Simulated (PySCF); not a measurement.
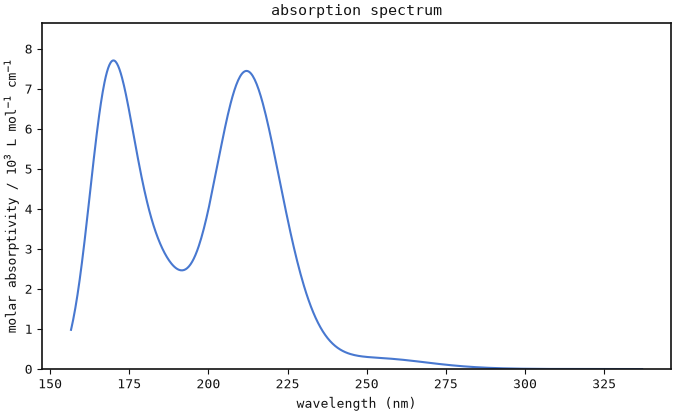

Vertical TDDFT excitations, CAM-B3LYP/def2-SVPD, PySCF 2.14.0, at a PBE0-D3(BJ)/def2-SVP geometry (no frequency check), gas phase. The lowest 10 singlet states are shown; each is broadened by a Gaussian of 1/e half-width 0.40 eV.

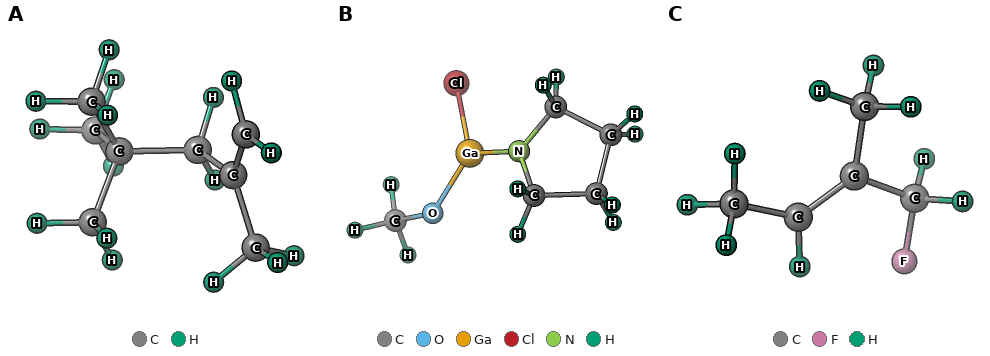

Question: Whose absorption spectrum is this? Choose among the lettered structures.

Answer: Structure B, C₅H₁₁ClGaNO, SMILES C[O][Ga]([Cl])[N]1CCCC1, singlet. Its lowest singlet lies at 4.88 eV (f = 0.006) and the brightest of those computed is S2 at 5.84 eV (212 nm), f = 0.182, mainly HOMO → LUMO+1 (96 %).

Note: one conformer of a flexible molecule; core orbitals are frozen in the response.
